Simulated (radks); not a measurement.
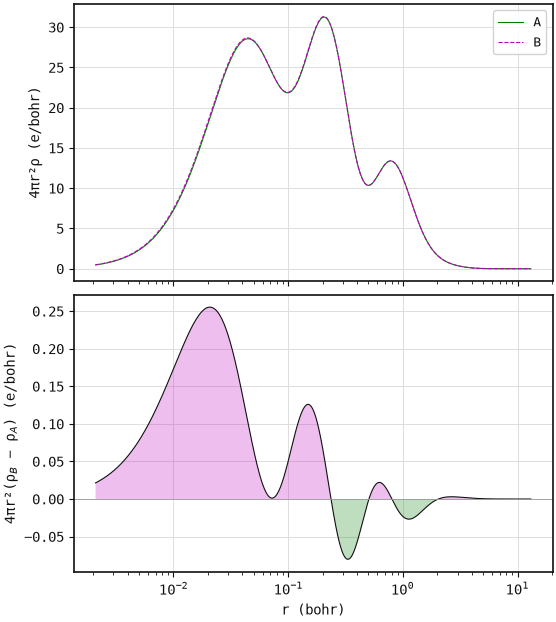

Cr⁺ (Z = 24, 23 electrons) in [Ar] 3d5 (open shells shared over both j by 2j + 1) was computed with two values of the speed of light (atomic units): c = 13703.6; c = 205.554. Computed with the in-house radial solver radks: Dirac Kohn-Sham, BLYP, spin-unpolarised, spherical densities, point nucleus.

The plot shows both radial densities and the radial density of run B less that of run A; on the logarithmic r axis, areas aren't charges.

### Assign A and B and describe the change of the density.

A is c = 13703.6; B is c = 205.554. B holds 0.030 electrons more than A where the difference is positive (most at r = 0.021 bohr) and 0.030 electrons fewer where it is negative (most at r = 0.33 bohr), with no net change.
